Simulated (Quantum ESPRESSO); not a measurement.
## InNi2SbO6: parallel and opposed starts

Aim: find out which collinear order of InNi2SbO6 costs least.

Main program and level: Quantum ESPRESSO 7.5; PBEsol with U = 6 eV on Ni d (ortho-atomic projectors); plane waves with GBRV 1.5 PBEsol potentials, no spin-orbit coupling.

**Measured values to reproduce.**

“Field-induced magnetic structures in the chiral polar antiferromagnet Ni2InSbO6” (2023, arxiv:2307.09082) quotes from earlier work for Ni2InSbO6, corundum-related ordered chiral polar structure (bulk crystal): moment (ordered Ni2+ moment in the helical phase) 1.89 μB [Literature value from earlier neutron diffraction; long-wavelength helical order …].

Report form: the programs' logs are mostly left out.

## (1) The structure

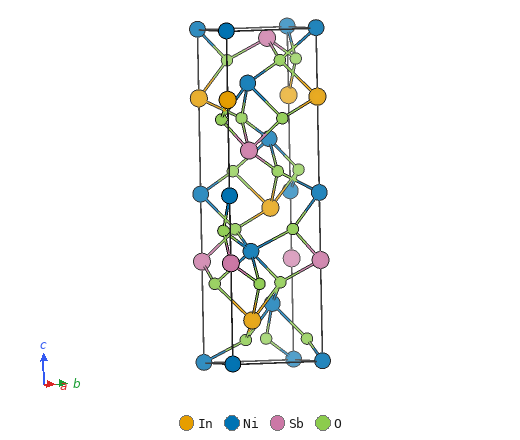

The starting structure, seen slightly off an axis (indium orange, nickel blue, antimony pink, oxygen green). This picture shows the conventional cell, with its axes. Bonds to atoms that aren't drawn are left out. Some periodic images of atoms are drawn too.

The cell comes from Materials Project 2023-11-01, a database of computed structures, and need not be the stable phase.

## (2) Run 1 (ferro ++)

The signs are those of the starting moments on the seeded atoms, the atoms that are given a moment.

File pw.in:

```
&CONTROL
  calculation = 'scf'
  prefix = 'pwscf'
  outdir = './tmp'
  pseudo_dir = './pseudo'
  disk_io = 'nowf'
/
&SYSTEM
  ibrav = 0
  celldm(1) = 8
  nat = 10
  ntyp = 4
  ecutwfc = 40
  ecutrho = 280
  nbnd = 66
  occupations = 'smearing'
  smearing = 'fd'
  degauss = 0.00367493
  nspin = 2
  starting_magnetization(1) = 0
  starting_magnetization(2) = 0.1111
  starting_magnetization(3) = 0
  starting_magnetization(4) = 0
/
&ELECTRONS
  conv_thr = 2d-08
  electron_maxstep = 150
  mixing_beta = 0.3
/
ATOMIC_SPECIES
In    114.8180 in_pbesol_v1.4.uspp.F.UPF
Ni     58.6934 ni_pbesol_v1.4.uspp.F.UPF
Sb    121.7600 sb_pbesol_v1.4.uspp.F.UPF
O      15.9990 o_pbesol_v1.2.uspp.F.UPF
CELL_PARAMETERS alat
   0.6243546544384    0.3604713278128    1.1212377622045
  -0.6243546544384    0.3604713278128    1.1212377622045
   0.0000000000000   -0.7209426556257    1.1212377622045
ATOMIC_POSITIONS crystal
In      0.2056830000    0.2056830000    0.2056830000
Ni      0.9983680000    0.9983680000    0.9983680000
Ni      0.4931743300    0.4931743300    0.4931743300
Sb      0.6959510000    0.6959510000    0.6959510000
O       0.7864580000    0.0838620000    0.4128670000
O       0.0838620000    0.4128670000    0.7864580000
O       0.4128670000    0.7864580000    0.0838620000
O       0.3021400000    0.8828500000    0.6150450000
O       0.8828500000    0.6150450000    0.3021400000
O       0.6150450000    0.3021400000    0.8828500000
K_POINTS automatic
6 6 6 0 0 0
HUBBARD {ortho-atomic}
U Ni-3d 6.0000
```

Launch:

```console
$ OMP_NUM_THREADS=1 mpirun -n 4 pw.x -nk 4 -in pw.in > pw.out
```

Run time: 3.5 min. Hardware: 4 MPI ranks of Arm Neoverse V2, shared host; peak memory 0.99 GiB; 14 min of CPU time.

Spin moment in the atom's sphere by atom:

| atom | spin moment in the atom's sphere (μB) |
| --- | --- |
| In1 | 0.00 |
| Ni2 | 1.71 |
| Ni3 | 1.71 |
| Sb4 | 0.00 |
| O5 | 0.07 |
| O6 | 0.07 |
| O7 | 0.07 |
| O8 | 0.08 |
| O9 | 0.08 |
| O10 | 0.08 |

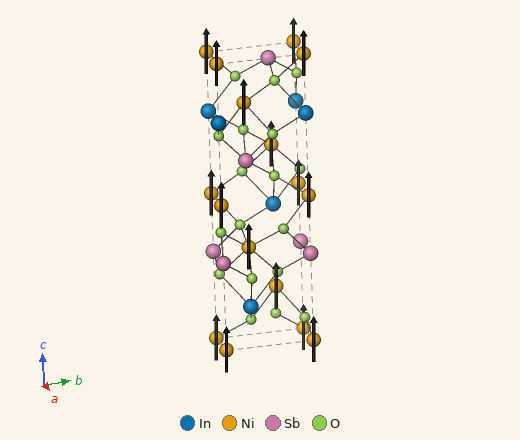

Spin moment in the atom's sphere as arrows, the longest 1.71 μB. Up and down stand for the sign. Arrows give size and sign along the axis of quantisation, drawn up and down the page. Bonds to atoms that aren't drawn are left out. Some periodic images of atoms are drawn too.

This step gave:

```yaml
smearing_term_ts: 7.30e-7 eV
magnetization: 4 μB
absolute_magnetization: 4.073 μB
final_state: ferromagnetic
```

## (3) Run 2 (antiferro +−)

pw.in: that of step 2 with these lines changed.

```diff
@@ -11,6 +11,6 @@
   nat = 10
-  ntyp = 4
+  ntyp = 5
   ecutwfc = 40
   ecutrho = 280
-  nbnd = 66
+  nbnd = 64
   occupations = 'smearing'
@@ -21,4 +21,5 @@
   starting_magnetization(2) = 0.1111
-  starting_magnetization(3) = 0
+  starting_magnetization(3) = -0.1111
   starting_magnetization(4) = 0
+  starting_magnetization(5) = 0
 /
@@ -31,3 +32,4 @@
 In    114.8180 in_pbesol_v1.4.uspp.F.UPF
-Ni     58.6934 ni_pbesol_v1.4.uspp.F.UPF
+Ni1    58.6934 ni_pbesol_v1.4.uspp.F.UPF
+Ni2    58.6934 ni_pbesol_v1.4.uspp.F.UPF
 Sb    121.7600 sb_pbesol_v1.4.uspp.F.UPF
@@ -40,4 +42,4 @@
 In      0.2056830000    0.2056830000    0.2056830000
-Ni      0.9983680000    0.9983680000    0.9983680000
-Ni      0.4931743300    0.4931743300    0.4931743300
+Ni1     0.9983680000    0.9983680000    0.9983680000
+Ni2     0.4931743300    0.4931743300    0.4931743300
 Sb      0.6959510000    0.6959510000    0.6959510000
@@ -52,2 +54,3 @@
 HUBBARD {ortho-atomic}
-U Ni-3d 6.0000
+U Ni1-3d 6.0000
+U Ni2-3d 6.0000
```

Run time: 3.5 min. Hardware: 4 MPI ranks; peak memory 1 GiB.

Spin moment in the atom's sphere by atom:

| atom | spin moment in the atom's sphere (μB) |
| --- | --- |
| In1 | 0.00 |
| Ni2 | 1.69 |
| Ni3 | -1.70 |
| Sb4 | 0.00 |
| O5 | 0.01 |
| O6 | 0.01 |
| O7 | 0.01 |
| O8 | 0.00 |
| O9 | 0.00 |
| O10 | 0.00 |

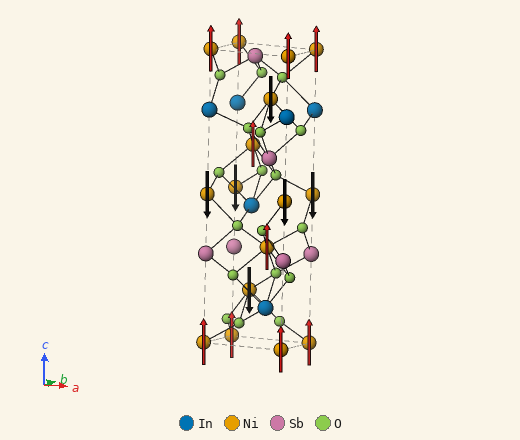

Spin moment in the atom's sphere as arrows, the longest 1.70 μB. Up and down stand for the sign. Arrows give size and sign along the axis of quantisation, drawn up and down the page. The two directions have two colours. Bonds to atoms that aren't drawn are left out. Some periodic images of atoms are drawn too.

Numbers from this step:

* smearing term TS: 5.90e-8 eV
* magnetization: 0 μB
* absolute magnetization: 3.82 μB
* final state: antiferromagnetic

## (4) Ranking

An order is kept where moments of 0.15 μB or more survive with the typed signs; meshes match where a doubled cell samples the same k points as the first cell.

Orders:

| start | final state | typed order kept | energy over the lowest (meV a seeded atom) | largest site moment (μB) | net moment (μB a cell of the first run) | mesh matched | CPU time (s) |
| --- | --- | --- | --- | --- | --- | --- | --- |
| ferro ++ | ferromagnetic | yes | 22.03 | 1.711 | 4 | yes | 848.3 |
| antiferro +- | antiferromagnetic | yes | 0 | 1.699 | 0 | yes | 838 |

## (5) The lowest state again, with its states saved

pw.in: that of step 3 with these lines changed.

```diff
@@ -5,3 +5,3 @@
   pseudo_dir = './pseudo'
-  disk_io = 'nowf'
+  disk_io = 'low'
 /
@@ -14,3 +14,3 @@
   ecutrho = 280
-  nbnd = 64
+  nbnd = 68
   occupations = 'smearing'
```

It took 3.7 min on 4 MPI ranks; peak memory 1 GiB; 15 min of CPU time.

This step gave:

* smearing term TS: 5.90e-8 eV
* magnetization: 0 μB
* absolute magnetization: 3.82 μB
* final state: antiferromagnetic
* largest moment: 1.699 μB

## (6) Another way to count moments

projwfc.x projects the saved states on orthogonalised atomic orbitals of the pseudopotential files.

Wall time 4 s (4 MPI ranks); peak memory 0.35 GiB; 17 s of CPU time.

| atom | moment in the sphere (μB) | Löwdin moment (μB) | Löwdin charge (e) |
| --- | --- | --- | --- |
| In1 | 0.001 | 0.003 | 11.816 |
| Ni2 | 1.689 | 1.726 | 17.727 |
| Ni3 | -1.699 | -1.736 | 17.693 |
| Sb4 | -0.001 | -0.001 | 12.850 |
| O5 | 0.006 | 0.006 | 6.609 |
| O6 | 0.006 | 0.006 | 6.609 |
| O7 | 0.006 | 0.006 | 6.609 |
| O8 | -0.004 | -0.003 | 6.594 |
| O9 | -0.004 | -0.003 | 6.594 |
| O10 | -0.004 | -0.003 | 6.594 |

## (7) Occupations of the corrected shells in the lowest state

Occupations of the Hubbard shells:

| block | type | shell | spin | electrons | occupation numbers |
| --- | --- | --- | --- | --- | --- |
| 2 | Ni1 | 3d | up | 4.974 | 0.993 0.995 0.995 0.996 0.996 |
| 2 | Ni1 | 3d | down | 3.251 | 0.140 0.140 0.989 0.991 0.991 |
| 3 | Ni2 | 3d | up | 3.242 | 0.135 0.135 0.990 0.991 0.991 |
| 3 | Ni2 | 3d | down | 4.975 | 0.994 0.994 0.994 0.996 0.996 |

## (8) What came out

- lowest state found: antiferromagnetic (from antiferro +-)
- largest site moment: 1.70 μB
- next state with moments: ferromagnetic, 22.0 meV a seeded atom higher

The largest moment reads 1.70 μB in the sphere and 1.74 μB by Löwdin projection; a site moment hangs on how space is shared out. Only these 2 starts were compared; other wavevectors, canted and longer-period orders were not. A computed site moment is spin alone and hangs on the region that is counted: the program's spheres do not touch and miss the tail of the moment. Measured moments hold any orbital part as well, and belong to the order of the sample, which need not be the order of this run.

Comparison with the measured values:

| quantity | measured | in the sphere | projected shell |
| --- | --- | --- | --- |
| moment (Ni) (μB) | 1.89 | 1.70 (-10.1 %) | 1.73 (-8.3 %) |

Measured values from arxiv:2307.09082 (2023).

How well it matches: For the moment, of the levels listed nearest comes projected shell (-8.3 %) and farthest in the sphere (-10.1 %). No cell relaxation is part of this session.

[Logs and program files are shortened in this print: banners, set-up blocks, solver, clock and traceback lines can be left out without a mark of their own.]

[Logs are printed without paths, hosts, clocks, repeated set-up lines and the standing remarks that a program may print on its own settings, such as how far it seeks lower states.]

[Hosts, paths, dates, database ids (printed as entryN), source tags and the programs' standing remarks are cut or masked in the printed files.]

[Where a cell is said to come from a database of computed structures, the database is the Materials Project.]
